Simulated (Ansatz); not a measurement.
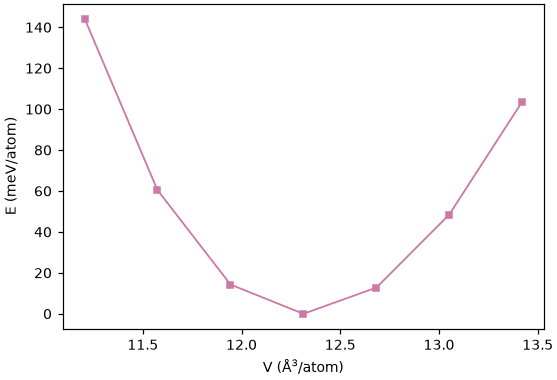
*Re₃B in space group Cmcm (No. 63; B on 4c, Re on 4c, Re on 8f) under volume change, plane-wave PAW r²SCAN (Ansatz code), shape and atoms relaxed at each volume.*

Problem. What does a third-order Birch–Murnaghan fit give for V₀, B₀ and B′?

Solution. V₀ = 12.31 Å³/atom, B₀ = 389 GPa, B′ = 4.5.

The workflow started from an entry of the Crystallography Open Database (COD). Whether it is the stable phase at ambient conditions was not checked. Symmetry was held in the r²SCAN relaxation; its stability against distortions is not shown here. No spin polarisation was allowed. Spin–orbit coupling is left out wherever it is not named.

Potentials: the later of the program's two PAW sets.
